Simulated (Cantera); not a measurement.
Charge: 1 mol HMDSO, 0.11 mol O₃, 21 mol H₂, 8.1 mol H₂O, held at 100000 Pa.

These are equilibrium values from Cantera (NASA tables, ideal gas, pure condensed phases), not measurements of a reactor. Candidate condensed phases: C, C₆H₆, C₇H₈, C₈H₁₈, H₂O, Si, SiC, SiO₂; 123 gas species. The feed counts by its element totals alone. The tables hold silica as quartz up to 1696 K and as liquid above; real silica turns to tridymite and cristobalite and melts near 1996 K. Rates play no part.

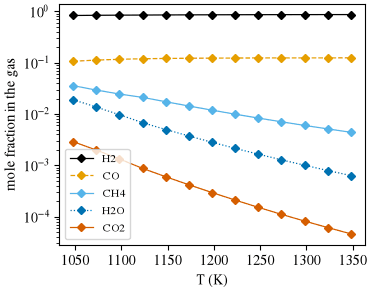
Equilibrium gas composition (values under 1e-9 drawn at 1e-9)

From 1048 K to 1123 K the condensed part is SiO₂(β-quartz). From 1148 K to 1348 K the condensed part is C(graphite) + SiO₂(β-quartz).
